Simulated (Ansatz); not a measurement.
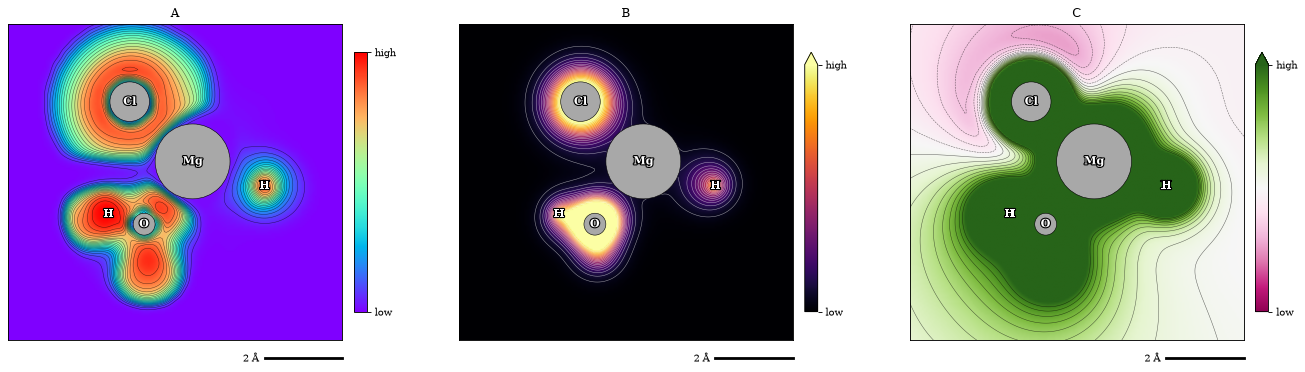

ClF₂H₃MgO: 3 fields on the plane of atoms Cl3, Mg1 and O5, with unlabelled colour scales. Grey discs cover the atomic cores.

Method: RKS PBE0-D4/def2-SVP (Ansatz).

Question: Which field does each panel show? The fields are: electron density, electron localisation function and electrostatic potential.

Answer: Panel A: electron localisation function. Panel B: electron density. Panel C: electrostatic potential (strongly positive close to the atoms, with negative regions outside electron-rich atoms). From the grid: Mg–O (2.04 Å): ρ is about 0.31 e/Å³ halfway; the ELF peaks at about 0.90 in the valence shell of O, 0.6 Å from its nucleus, and is about 0.20 at the midpoint: a closed-shell, largely ionic contact. Mg–Cl (2.23 Å): ρ at the midpoint is about 0.46 e/Å³; the ELF peaks at about 0.85 in the valence shell of Cl, 0.9 Å from its nucleus, and falls to about 0.05 next to Mg: a closed-shell, largely ionic contact.
